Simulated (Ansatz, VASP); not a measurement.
# Cross-check of MoS2 between VASP and Ansatz

One calculation is typed for both programs; each brings its own data sets and cutoff. How far apart do they land?

Program: Ansatz 0.2.0. Level of theory: plane waves, with VASP 6.6.1 beside it; band structure at PBE and single point at PBE. Results are calculated unless marked as measured.

The database entry behind the starting cell differs from later determinations by our own check (about 0.3 % long), so it need not match the best structure at ambient conditions.

### 1. The starting structure

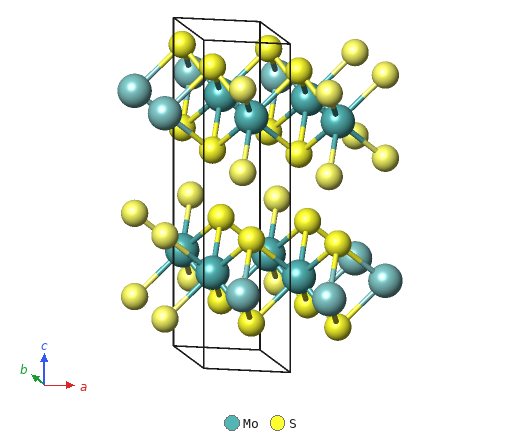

The starting structure, seen slightly off an axis (molybdenum teal, sulfur yellow). 2×2×1 cells are drawn. Some periodic images of atoms are drawn too.

Coordinates:

```
Mo S
1.0
     3.16900    0.00000    0.00000
    -1.58450    2.74443    0.00000
     0.00000    0.00000   12.32400
Mo S
2 4
Direct
  0.66667 0.33333 0.75000
  0.33333 0.66667 0.25000
  0.66667 0.33333 0.37671
  0.33333 0.66667 0.87671
  0.66667 0.33333 0.12329
  0.33333 0.66667 0.62329
```

### 2. VASP: band structure, PBE

The same path points are solved in both programs, so levels can be compared one by one.

Lines of VASP's logs that name or quote its potential files are left out, and so is its time.

The input, INCAR:

```
SYSTEM = MoS2
PREC = Accurate
ENCUT = 370
EDIFF = 1E-08
NELM = 100
ISMEAR = 0
SIGMA = 0.01
LREAL = .FALSE.
ALGO = Normal
GGA = PE
NBANDS = 32
LASPH = .TRUE.
LORBIT = 11
LWAVE = .TRUE.
LCHARG = .FALSE.
KPAR = 4
```

The input, POSCAR:

```
MoS2
1.0
    3.1690000000      0.0000000000      0.0000000000
   -1.5845000000      2.7444345046      0.0000000000
    0.0000000000      0.0000000000     12.3240000000
Mo S
2 4
Direct
    0.6666666667      0.3333333333      0.7500000000
    0.3333333333      0.6666666667      0.2500000000
    0.6666666667      0.3333333333      0.3767056880
    0.3333333333      0.6666666667      0.8767056880
    0.6666666667      0.3333333333      0.1232943120
    0.3333333333      0.6666666667      0.6232943120
```

The input, KPOINTS:

```
Automatic mesh
0
Gamma
6 6 1
0 0 0
```

The input, KPOINTS_OPT:

```
Line mode
12
Line-mode
Reciprocal
  0.00000000   0.00000000   0.00000000 GAMMA
  0.50000000   0.00000000   0.00000000 M

  0.50000000   0.00000000   0.00000000 M
  0.33333333   0.33333333   0.00000000 K

  0.33333333   0.33333333   0.00000000 K
  0.00000000   0.00000000   0.00000000 GAMMA

  0.00000000   0.00000000   0.00000000 GAMMA
  0.00000000   0.00000000   0.50000000 A

  0.00000000   0.00000000   0.50000000 A
  0.50000000   0.00000000   0.50000000 L

  0.50000000   0.00000000   0.50000000 L
  0.33333333   0.33333333   0.50000000 H

  0.33333333   0.33333333   0.50000000 H
  0.00000000   0.00000000   0.50000000 A

  0.50000000   0.00000000   0.50000000 L
  0.50000000   0.00000000   0.00000000 M

  0.33333333   0.33333333   0.00000000 K
  0.33333333   0.33333333   0.50000000 H
```

The projector-augmented-wave data sets are Mo_sv_GW and S_GW (PBE family, release 64).

Launch:

```console
> mpirun -np 8 vasp_std
```

Numbers of over 12 decimals in the logs are rounded to 6 here.

Log:

```text
[banner, memory and clock lines left out]
running    8 mpi-ranks, on    1 nodes
 distrk:  each k-point on    2 cores,    4 groups
 distr:  one band on    1 cores,    2 groups

 POSCAR found type information on POSCAR MoS
 POSCAR found :  2 types and       6 ions
|                                                                             |
|           W    W    AA    RRRRR   N    N  II  N    N   GGGG   !!!           |
|           W    W   A  A   R    R  NN   N  II  NN   N  G    G  !!!           |
|           W    W  A    A  R    R  N N  N  II  N N  N  G       !!!           |
|           W WW W  AAAAAA  RRRRR   N  N N  II  N  N N  G  GGG   !            |
|           WW  WW  A    A  R   R   N   NN  II  N   NN  G    G                |
|           W    W  A    A  R    R  N    N  II  N    N   GGGG   !!!           |
|                                                                             |
|     For optimal performance we recommend to set                             |
|       NCORE = 2 up to number-of-cores-per-socket                            |
|     NCORE specifies how many cores store one orbital (NPAR=cpu/NCORE).      |
|     This setting can greatly improve the performance of VASP for DFT.       |
|     The default, NCORE=1 might be grossly inefficient on modern             |
|     multi-core architectures or massively parallel machines. Do your        |
|     Unfortunately you need to use the default for GW and RPA                |
|     calculations (for HF NCORE is supported but not extensively tested      |
|     yet).                                                                   |
|                                                                             |

 LDA part: xc-table for (Slater+PW92), standard interpolation
 POSCAR, INCAR and KPOINTS ok, starting setup
 FFT: planning ... GRIDC
 FFT: planning ... GRID_SOFT
 FFT: planning ... GRID
 WAVECAR not read
 entering main loop
       N       E                     dE             d eps       ncg     rms          rms(c)
DAV:   1     0.365084580654E+03    0.36508E+03   -0.24524E+04   520   0.123E+03
DAV:   2    -0.208656387941E+02   -0.38595E+03   -0.37851E+03   688   0.506E+02
DAV:   3    -0.506067094933E+02   -0.29741E+02   -0.29540E+02   640   0.125E+02
DAV:   4    -0.520974471125E+02   -0.14907E+01   -0.14864E+01   760   0.311E+01
DAV:   5    -0.521599232787E+02   -0.62476E-01   -0.62384E-01   752   0.552E+00    0.147E+01
DAV:   6    -0.465919202334E+02    0.55680E+01   -0.51334E+01   792   0.476E+01    0.727E+00
DAV:   7    -0.451364000417E+02    0.14555E+01   -0.10888E+01   808   0.231E+01    0.388E+00
DAV:   8    -0.450744933441E+02    0.61907E-01   -0.67994E-01   696   0.552E+00    0.957E-01
DAV:   9    -0.450799917228E+02   -0.54984E-02   -0.63619E-02   728   0.157E+00    0.441E-01
DAV:  10    -0.450785603292E+02    0.14314E-02   -0.14551E-02   784   0.102E+00    0.157E-01
DAV:  11    -0.450784569936E+02    0.10334E-03   -0.28208E-03   760   0.447E-01    0.682E-02
DAV:  12    -0.450783616526E+02    0.95341E-04   -0.60224E-04   760   0.180E-01    0.996E-03
DAV:  13    -0.450783697678E+02   -0.81153E-05   -0.45083E-05   624   0.362E-02    0.869E-03
DAV:  14    -0.450783696270E+02    0.14083E-06   -0.49833E-06   688   0.179E-02    0.175E-03
DAV:  15    -0.450783699240E+02   -0.29701E-06   -0.73443E-07   616   0.464E-03    0.470E-04
DAV:  16    -0.450783700031E+02   -0.79137E-07   -0.76590E-08   576   0.168E-03    0.321E-04
DAV:  17    -0.450783700425E+02   -0.39379E-07   -0.67840E-09   392   0.909E-04    0.175E-04
DAV:  18    -0.450783700423E+02    0.26466E-09   -0.26613E-09   392   0.583E-04
   1 F= -.45078370E+02 E0= -.45078370E+02  d E =-.604444E-31
 Start KPOINTS_OPT (optional k-point list driver)
k-point batch [1-7\108]
       N       E                     dE             ncg
DAV:   1    -0.224330488108E+03   -0.22853E+04      544
DAV:   2    -0.310939971565E+04   -0.28851E+04      648
DAV:   3    -0.336380791845E+04   -0.25441E+03      688
DAV:   4    -0.337691214335E+04   -0.13104E+02      696
DAV:   5    -0.337805895124E+04   -0.11468E+01      776
DAV:   6    -0.337817521108E+04   -0.11626E+00      760
DAV:   7    -0.337819472080E+04   -0.19510E-01      768
DAV:   8    -0.337819743902E+04   -0.27182E-02      736
DAV:   9    -0.337819786532E+04   -0.42630E-03      760
DAV:  10    -0.337819792632E+04   -0.61002E-04      728
DAV:  11    -0.337819793579E+04   -0.94757E-05      576
DAV:  12    -0.337819793739E+04   -0.15992E-05      400
DAV:  13    -0.337819793764E+04   -0.24496E-06      392
DAV:  14    -0.337819793768E+04   -0.38604E-07      392
DAV:  15    -0.337819793768E+04   -0.55393E-08      392
[...]
k-point batch [106-108\108]
       N       E                     dE             ncg
DAV:   1     0.717163673299E+04   -0.58405E+04      224
DAV:   2     0.609149748280E+04   -0.10801E+04      288
DAV:   3     0.600547100686E+04   -0.86026E+02      280
DAV:   4     0.600045010025E+04   -0.50209E+01      320
DAV:   5     0.600022826928E+04   -0.22183E+00      320
DAV:   6     0.600021337634E+04   -0.14893E-01      336
DAV:   7     0.600021217395E+04   -0.12024E-02      304
DAV:   8     0.600021208480E+04   -0.89151E-04      320
DAV:   9     0.600021207879E+04   -0.60013E-05      320
DAV:  10     0.600021207830E+04   -0.49551E-06      272
DAV:  11     0.600021207827E+04   -0.30166E-07      176
DAV:  12     0.600021207827E+04   -0.18272E-08      168
 writing wavefunctions
```

From OUTCAR (step 2):

```text
ion  position               nearest neighbor table
   1  0.667  0.333  0.750-   4 2.41   6 2.41   4 2.41   6 2.41   4 2.41   6 2.41
   2  0.333  0.667  0.250-   3 2.41   5 2.41   3 2.41   5 2.41   3 2.41   5 2.41
   3  0.667  0.333  0.377-   2 2.41   2 2.41   2 2.41
   4  0.333  0.667  0.877-   1 2.41   1 2.41   1 2.41
   5  0.667  0.333  0.123-   2 2.41   2 2.41   2 2.41
   6  0.333  0.667  0.623-   1 2.41   1 2.41   1 2.41

  LATTYP: Found a hexagonal cell.
 ALAT       =     3.1690000000
 C/A-ratio  =     3.8889239508

 Subroutine GETGRP returns: Found 24 space group operations
 (whereof 12 operations were pure point group operations)

The static configuration has the point symmetry D_3d.
 The point group associated with its full space group is D_6h.

 Found      7 irreducible k-points:

   k-points           NKPTS =      7   k-points in BZ     NKDIM =      7   number of bands    NBANDS=     32

   dimension x,y,z NGX =    20 NGY =   20 NGZ =   80
   dimension x,y,z NGXF=    40 NGYF=   40 NGZF=  160

   ENCUT  =  370.0 eV  27.19 Ry    5.21 a.u.   4.97  4.97 19.33*2*pi/ulx,y,z

   NELECT =      52.0000    total number of electrons

 k-points in reciprocal lattice and weights: Automatic mesh
   0.00000000  0.00000000  0.00000000       0.028
   0.16666667 -0.00000000  0.00000000       0.167
   0.33333333 -0.00000000  0.00000000       0.167
   0.50000000 -0.00000000  0.00000000       0.083
   0.16666667  0.16666667  0.00000000       0.167
   0.33333333  0.16666667  0.00000000       0.333
   0.33333333  0.33333333  0.00000000       0.056

 average (electrostatic) potential at core
       1 -99.9636       2 -99.9636       3 -87.7826       4 -87.7826       5 -87.7826
       6 -87.7826

 E-fermi :   7.5553

 k-point     1 :       0.0000    0.0000    0.0000
  band No.  band energies     occupation
    ...
     22       5.3182      2.00000
     23       5.3182      2.00000
     24       6.2819      2.00000
     25       6.3306      2.00000
     26       7.4758      2.00000
     27       9.5658      0.00000
     28       9.5780      0.00000
     29       9.5914      0.00000
     30       9.5995      0.00000
     31       9.7494      0.00000
    ...

 k-point     2 :       0.1667   -0.0000    0.0000
  band No.  band energies     occupation
    ...
     22       4.7687      2.00000
     23       5.4072      2.00000
     24       6.2865      2.00000
     25       6.3060      2.00000
     26       6.7010      2.00000
     27       8.9644      0.00000
     28       9.3272      0.00000
     29       9.3309      0.00000
     30       9.5334      0.00000
     31       9.5462      0.00000
    ...

 k-point     3 :       0.3333   -0.0000    0.0000
  band No.  band energies     occupation
    ...
     22       5.3774      2.00000
     23       5.4315      2.00000
     24       5.4925      2.00000
     25       5.6682      2.00000
     26       5.9223      2.00000
     27       8.8644      0.00000
     28       8.9564      0.00000
     29       9.1107      0.00000
     30       9.5736      0.00000
     31       9.9298      0.00000
    ...

  Total        1.3628951      1.3628951      2.1978484      0.0000000      0.0000000      0.0000000
  in kB       20.3725887     20.3725887     32.8534910      0.0000000      0.0000000      0.0000000
  external PRESSURE =      24.5328894 kB  Pullay stress =       0.0000000 kB

  energy-cutoff  :      370.00
  volume of cell :      107.18
      direct lattice vectors                 reciprocal lattice vectors
     3.169000000  0.000000000  0.000000000     0.315556958  0.182186895  0.000000000
    -1.584500000  2.744434505  0.000000000     0.000000000  0.364373789  0.000000000
     0.000000000  0.000000000 12.324000000     0.000000000  0.000000000  0.081142486

 POSITION                                       TOTAL-FORCE (eV/Angst)
 -----------------------------------------------------------------------------------
      1.58450      0.91481      9.24300        -0.000000      0.000000      0.000000
     -0.00000      1.82962      3.08100        -0.000000     -0.000000      0.000000
      1.58450      0.91481      4.64252         0.000000     -0.000000      0.014662
     -0.00000      1.82962     10.80452        -0.000000      0.000000      0.014662
      1.58450      0.91481      1.51948         0.000000     -0.000000     -0.014662
     -0.00000      1.82962      7.68148         0.000000      0.000000     -0.014662
 -----------------------------------------------------------------------------------
    total drift:                               -0.000000      0.000000     -0.000000

  FREE ENERGIE OF THE ION-ELECTRON SYSTEM (eV)
  ---------------------------------------------------
  free  energy   TOTEN  =       -45.0783700423 eV

  energy  without entropy=      -45.0783700423  energy(sigma->0) =      -45.07837004

 total charge
# of ion       s       p       d       f       tot
--------------------------------------------------
    1        2.108   6.047   3.047   0.029  11.231
    2        2.108   6.047   3.047   0.029  11.231
    3        1.355   2.305   0.071   0.000   3.731
    4        1.355   2.305   0.071   0.000   3.731
    5        1.355   2.305   0.071   0.000   3.731
    6        1.355   2.305   0.071   0.000   3.731
--------------------------------------------------
tot          9.634  21.314   6.378   0.059  37.385

[... 3 further parts left out ...]
```

The run ends at a pressure of 2.45 GPa, with forces up to 0.015 eV/Å.

### 3. Ansatz: band structure, PBE

Ansatz runs on its default PAW (the set named soft_2) files.

The same cell, functional, mesh and smearing now go to Ansatz, which takes its cutoff from its data sets.

The input, input.yaml:

```yaml
crystal:
  lattice:
    - [3.169, 0.0, 0.0]
    - [-1.5845, 2.7444345046, 0.0]
    - [0.0, 0.0, 12.324]
  atoms:
    - { symbol: Mo, position: [0.6666666667, 0.3333333333, 0.75] }
    - { symbol: Mo, position: [0.3333333333, 0.6666666667, 0.25] }
    - { symbol: S, position: [0.6666666667, 0.3333333333, 0.376705688] }
    - { symbol: S, position: [0.3333333333, 0.6666666667, 0.876705688] }
    - { symbol: S, position: [0.6666666667, 0.3333333333, 0.123294312] }
    - { symbol: S, position: [0.3333333333, 0.6666666667, 0.623294312] }
hamiltonian:
  xc: pbe
  pseudopotentials: { kind: paw }
kpoints:
  mp_grid: { grid: [6, 6, 1] }
  band_path:
    path:
      - [0.0, 0.0, 0.0]
      - [0.13636, 0.0, 0.0]
      - [0.31818, 0.0, 0.0]
      - [0.5, 0.0, 0.0]
      - [0.4697, 0.06061, 0.0]
      - [0.40909, 0.18182, 0.0]
      - [0.34848, 0.30303, 0.0]
      - [0.30303, 0.30303, 0.0]
      - [0.18182, 0.18182, 0.0]
      - [0.06061, 0.06061, 0.0]
      - [0.0, 0.0, 0.0]
      - [0.0, 0.0, 0.18182]
      - [0.0, 0.0, 0.36364]
      - [0.0, 0.0, 0.5]
      - [0.13636, 0.0, 0.5]
      - [0.31818, 0.0, 0.5]
      - [0.5, 0.0, 0.5]
      - [0.4697, 0.06061, 0.5]
      - [0.40909, 0.18182, 0.5]
      - [0.34848, 0.30303, 0.5]
      - [0.30303, 0.30303, 0.5]
      - [0.18182, 0.18182, 0.5]
      - [0.06061, 0.06061, 0.5]
      - [0.5, 0.0, 0.5]
      - [0.5, 0.0, 0.31818]
      - [0.5, 0.0, 0.13636]
      - [0.5, 0.0, 0.0]
      - [0.33333, 0.33333, 0.13636]
      - [0.33333, 0.33333, 0.31818]
      - [0.33333, 0.33333, 0.5]
    npoints: 1
scf:
  occupations: { method: gaussian, width: 0.01 }
  n_extra_bands: 9
output:
  forces: true
  stress: true
  eigenvalues: true
```

Launch:

```console
> ansatz run input.yaml --threads 4 --pin off --max-ram 9216MiB --backend cpu --events-out ev --progress --plain --runs-dir out
```

Log:

```text
scf.n_extra_bands = 9 over 26 filled bands (N_el = 52.0): the run solves 35 bands
Engine: ansatz 0.2.0, aarch64-unknown-linux-gnu
Pseudopotentials: kind: paw
Pseudopotential: Mo, paw, valence charge 14, recommended cutoff 420 eV (normal), Mo.paw.azcp
Pseudopotential: S, paw, valence charge 6, recommended cutoff 420 eV (normal), S.paw.azcp
Functional definition: PBE
  parameter kappa = 0.804
  parameter beta = 0.066725
  exchange = pbe_x(kappa = kappa, mu = beta*pi^2/3)
  correlation = pbe_c(beta = beta)
Crystal: 6 atoms, lattice volume = 107.183 Å³
Basis set: ecut = 420 eV, 2081 PW (Γ), exchange–correlation on 48×48×180 points (8 copies of the dense FFT grid, shifted against one another)
Bands: 35, of which v1, the nominal top of the filled ones, is band 26 counted from 1 (25 counted from 0)
Symmetry: 24 space group operations
Space group: P63/mmc (ITA 194), of the structure as read, at distance tolerance 4.8e-5 Å
k-points: 7 of 36
Non-local potential: Mo, projectors of the file, l = 0: 3, l = 1: 2, l = 2: 2, l = 3: 1
Non-local potential: S, projectors of the file, l = 0: 2, l = 1: 2, l = 2: 2
PAW form: soft (Blöchl's): semilocal exchange-correlation on the pseudo side does not see the compensation charge
PAW one-centre angular grid: Mo, 590 points (default); XC on 64 Gauss nodes
PAW one-centre angular grid: S, 110 points (default); XC on 64 Gauss nodes
Initial density: superposition of atomic densities (neutral atoms: chi_scale 0, normalization atom), corrected by the library's trained network
Initial wavefunctions: pseudopotential atomic-orbital guess
Functional: x = pbe(κ = 0.804, μ = 0.219515), c = pbe(β = 0.066725)
SCF iter   1: F=—  HF=-13525.498764 eV  |F-HF|=—  |Δ(HF+E_count)|=         —  Δρ=5.45e-3  dr2=7.58e-3  ethr=1.77e-3  ⟨swp⟩=6.3  Hψ=1058  notcnv=0  defer=1
preconditioner: auto → Resta (q_TF=auto, 2.418 Å⁻¹)  ε∞=7.3  [insulator: Δε(μ)=0.891 eV  Ē_g=8.593 eV  σ=0.010 eV  W_gap=1.00  n_scr=26 (ndim 8)  ℏωp=21.5 eV  f_vac=0.016  D(μ)=0.00/eV (n_scr^D=0)  ε∞_Penn≈7.3]
SCF iter   2: F=—  HF=-13525.507481 eV  |F-HF|=—  |Δ(HF+E_count)|=   8.72e-3  Δρ=3.11e-3  dr2=2.38e-3  ethr=1.46e-5  ⟨swp⟩=2.1  Hψ=485  notcnv=0  defer=7
SCF iter   3: F=—  HF=-13525.512342 eV  |F-HF|=—  |Δ(HF+E_count)|=   4.86e-3  Δρ=9.00e-4  dr2=1.87e-3  ethr=4.57e-6  ⟨swp⟩=2.0  Hψ=400  notcnv=0  defer=7
SCF iter   4: F=—  HF=-13525.512166 eV  |F-HF|=—  |Δ(HF+E_count)|=   1.76e-4  Δρ=1.27e-4  dr2=1.69e-5  ethr=3.60e-6  ⟨swp⟩=2.0  Hψ=299  notcnv=0  defer=7
SCF iter   5: F=—  HF=-13525.512299 eV  |F-HF|=—  |Δ(HF+E_count)|=   1.33e-4  Δρ=5.39e-5  dr2=2.24e-6  ethr=3.26e-8  ⟨swp⟩=2.0  Hψ=327  notcnv=0  defer=7
SCF iter   6: F=—  HF=-13525.512302 eV  |F-HF|=—  |Δ(HF+E_count)|=   3.37e-6  Δρ=1.22e-5  dr2=4.30e-7  ethr=4.31e-9  ⟨swp⟩=2.0  Hψ=354  notcnv=0  defer=7
SCF iter   7: F=-13525.512302 eV  HF=-13525.512302 eV  |F-HF|=4.53e-9  |Δ(HF+E_count)|=   1.14e-7  Δρ=3.20e-6  dr2=2.61e-8  ethr=1.92e-10  ⟨swp⟩=9.3  Hψ=913  notcnv=0
SCF 1 converged in 7 iterations: F = -13525.512302 eV  dr2 = 2.61e-8
  greatest PAW one-centre occupation: 0.998 electrons in one spin orbital (limit 2), on the Mo atom at site 1 (counted from 0), in its partial waves of l = 0
NSCF: frozen V_eff on 30 k-points
SCF converged after 7 iterations
Free energy (F): -13525.512302 eV
Harris-Foulkes:  -13525.512302 eV  (|F-HF|=4.53e-9)
Internal energy: -13525.512302 eV  (E = F + TS)
E sigma→0 (E₀):  -13525.512302 eV
Fermi energy:    11.352149 eV
--- Per-component energies (eV) ---
  E_band       = -312.584176
  E_kinetic    = 1312.655812
  E_local      = -3933.935113  (includes V_loc(G=0)·N_el)
  E_nonlocal   = 398.389394
  E_hartree    = 1513.729734
  E_xc         = -757.311369
  E_vxc        = -810.432634  (∫ρ·V_xc dr)
  E_paw        = -8803.087540  (= ΣΔE_a)
  E_vpaw       = -306.712501  (= ΣTr[D̂ρ^β])
  E_aug_tail   = 0.000082  (compensation charges beyond the density's cutoff)
  E_ewald      = -3255.953303
  E_smearing   = -0.000000  (= −TS)
  E_closure    = 0.000000  (closes the sum)
  Σ components = -13525.512302   (vs F -13525.512302, Δ=0.00e0)
--- Forces (eV/Å), atoms counted from 1 ---
  atom   1  Mo     0.00000000     0.00000000     0.00000000
  atom   2  Mo    -0.00000000    -0.00000000     0.00000000
  atom   3  S      0.00000000    -0.00000000    -0.01277565
  atom   4  S      0.00000000     0.00000000    -0.01277565
  atom   5  S      0.00000000    -0.00000000     0.01277565
  atom   6  S     -0.00000000     0.00000000     0.01277565
  max |Σ_I F_I| component: 2.31e-17 eV/Å
--- Stress (GPa, compression-positive) ---
        2.073991       0.000000       0.000000
        0.000000       2.073991       0.000000
        0.000000       0.000000       3.267132
  P = ⅓ Tr σ = 2.4717 GPa (24.717 kbar)
--- Band table (eV; the first three rows and the last of 7) ---
  k-point 0: bands = [... 22 lower, 8.7524, 9.7157, 9.7631, 10.9082, 12.9990, 12.9990, 13.0262, 13.0262, ... 5 higher]
  k-point 1: bands = [... 22 lower, 8.8414, 9.7190, 9.7399, 10.1339, 12.3979, 12.7610, 12.7641, 12.9667, ... 5 higher]
  k-point 2: bands = [... 22 lower, 8.8651, 8.9269, 9.1013, 9.3552, 12.2971, 12.3896, 12.5440, 13.0065, ... 5 higher]
  k-point 6: bands = [... 22 lower, 8.2075, 8.2075, 10.1272, 10.2868, 11.9345, 11.9345, 12.7586, 13.7424, ... 5 higher]
```

Elapsed: 2.4 s, on 4 threads of Arm Neoverse N1, shared host; peak memory 0.37 GiB.

In the SCF lines HF is the Harris–Foulkes energy and dr2 the Hartree energy of the density residual, in eV; the loop may stop once dr2 is under the threshold and the program's other checks hold. Hψ counts applications of the Hamiltonian.

[end of part 1 of 2]

[Lines on the potential files, build, host, timing and source positions are cut from VASP's logs without a mark.]

[Logs are printed without paths, hosts, clocks, repeated set-up lines and the standing remarks that a program may print on its own settings, such as how far it seeks lower states.]

[Hosts, paths, dates, database ids (printed as entryN), source tags and the programs' standing remarks are cut or masked in the printed files.]
